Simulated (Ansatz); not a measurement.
Cl$_{2}$FH$_{3}$Si$_{2}$

Input

```
crystal:
  periodic: [false, false, false]
  atoms:
    - {symbol: Cl, position_ang: [2.218982, -1.209246, 1.930181]}
    - {symbol: Cl, position_ang: [-1.172222, -0.886406, -2.190143]}
    - {symbol: F, position_ang: [2.150410, 0.601830, -0.472578]}
    - {symbol: Si, position_ang: [1.118531, -0.215231, 0.481049]}
    - {symbol: Si, position_ang: [0.033233, -1.852504, -0.789528]}
    - {symbol: H, position_ang: [0.233357, 0.774687, 1.141317]}
    - {symbol: H, position_ang: [1.029911, -2.702971, -1.492855]}
    - {symbol: H, position_ang: [-0.820806, -2.695602, 0.090126]}
basis:
  gaussian: {orbitals: def2-TZVPD}
hamiltonian: {xc: {name: PBE0}}
output: {forces: true, orbitals: {seedname: orbitals}}
```

Run with:

```sh
ansatz run input.yaml --threads 2 --pin off --max-ram 4350MiB --events-out events.jsonl --progress --plain --runs-dir runs
```

Geometry: B3LYP-D3(BJ)/def2-SVP.

All numbers below come from Ansatz 0.2.0, isolated molecule in a Gaussian basis; Kohn-Sham density functional theory, functional PBE0.

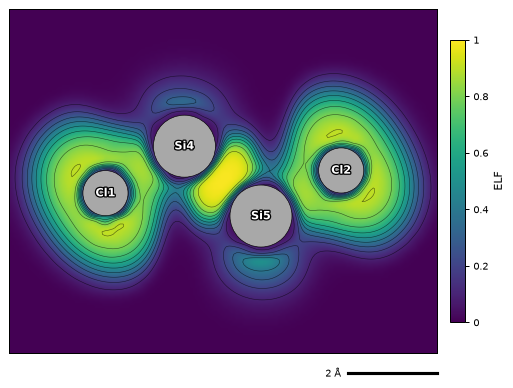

Figure 1. Electron localisation function on the plane of atoms Cl1, Si4 and Si5. Grey discs cover the atomic cores.

Interpret the plot.

Atoms in the plane: Cl and Si.
Si–Cl (2.07 Å): the ELF peaks at about 0.85 between the atoms, as expected for a shared but strongly polarised pair.
Si–Si (2.34 Å): the ELF peaks at about 1 between the atoms; localised, covalent bonding.
The ELF also peaks beside Cl1 and Cl2, away from the bonds: lone-pair regions.

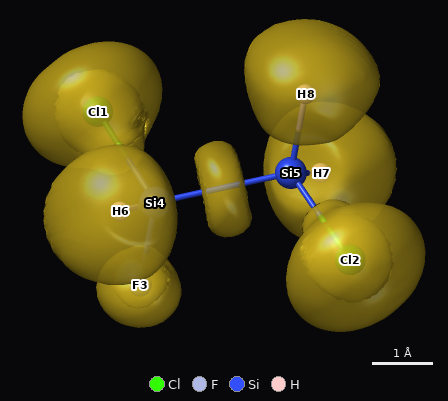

Figure 2. Isosurface of the ELF at 0.8 (yellow), seen at a tilt. Only the valence region is drawn (cores and ρ < 0.01 e/Å³ removed).

What do the ELF domains correspond to?

The surface consists of one region between bonded Si–Si atoms (shared pairs), three regions around hydrogen nuclei, two regions on Cl in which the atom's valence shell and bonds are merged and one region wrapped around F (its lone pairs, merged into a ring or cap). Profiles from the grid: Si–F (1.63 Å): the ELF peaks at about 0.85 in the valence shell of F, 0.6 Å from its nucleus, and is about 0.55 at the midpoint.

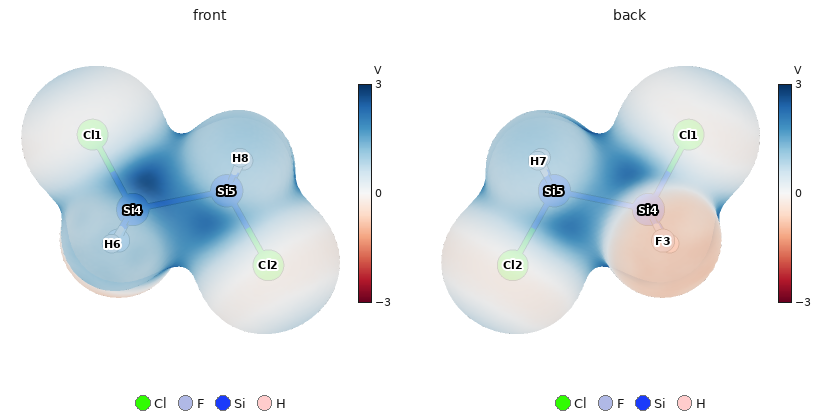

Figure 3. The molecular electrostatic potential painted on the density surface at 0.004 e/bohr³, seen from the front and from behind; the colour scale runs from red (negative) to blue (positive).

Describe the electrostatic potential map.

The most negative region (about −0.7 V) lies over F3, the most positive (about +2.6 V) over Si4 and Si5. Cl1 shows a σ-hole: about +0.7 V at the tip opposite its bond, against about 0.0 V on its flanks. Cl2 shows a σ-hole: about +0.6 V at the tip opposite its bond, against about −0.1 V on its flanks.

How polar is the molecule by this calculation?

Its dipole moment is 1.36 D.
